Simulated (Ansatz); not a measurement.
C2H4SSi (SMILES S=C1C[SiH2]1)

Input

```
crystal:
  periodic: [false, false, false]
  atoms:
    - {symbol: S, position_ang: [-1.808261, 1.210384, 1.386895]}
    - {symbol: C, position_ang: [-0.752554, 0.497822, 0.423027]}
    - {symbol: C, position_ang: [0.721596, 0.543562, 0.197937]}
    - {symbol: Si, position_ang: [-0.140388, -0.934557, -0.570513]}
    - {symbol: H, position_ang: [1.024551, 1.254117, -0.575560]}
    - {symbol: H, position_ang: [1.372073, 0.585126, 1.068968]}
    - {symbol: H, position_ang: [-0.216790, -0.942751, -2.047135]}
    - {symbol: H, position_ang: [-0.108127, -2.270804, 0.060580]}
basis:
  gaussian: {orbitals: def2-TZVPP}
hamiltonian: {xc: pbe0, dispersion: d4}
output: {orbitals: {seedname: orbitals}}
```

Run with:

```sh
ansatz run in.yaml --threads 2 --pin off --events-out ev --progress --plain --max-ram 4352MiB
```

Geometry: PBE0-D4/def2-TZVP.

Theory: Ansatz 0.2.0, RKS PBE0-D4/def2-TZVPP.

Predict the electron density and electron localisation function between the atoms.

Answer. C–S (1.60 Å): ρ at the midpoint is about 1.7 e/Å³; the ELF peaks at about 0.90 between the atoms, as expected for a covalent bond.
C–Si (1.85 Å): ρ is about 0.89 e/Å³ halfway; the ELF peaks at about 0.85 between the atoms; localised, covalent bonding.

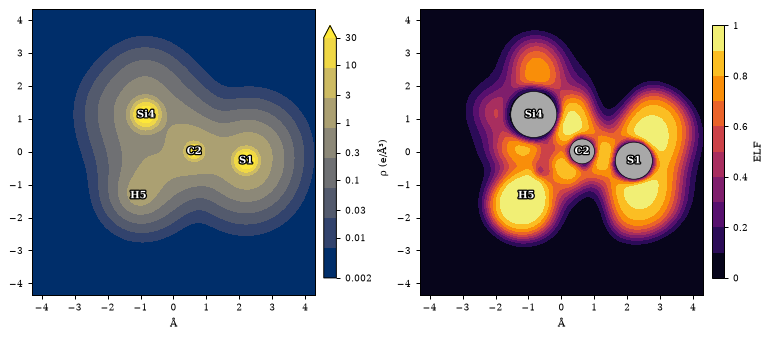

Computed electron density and electron localisation function on the plane of atoms S1, C2 and Si4, in this order. Grey discs cover the atomic cores in the ELF map. 
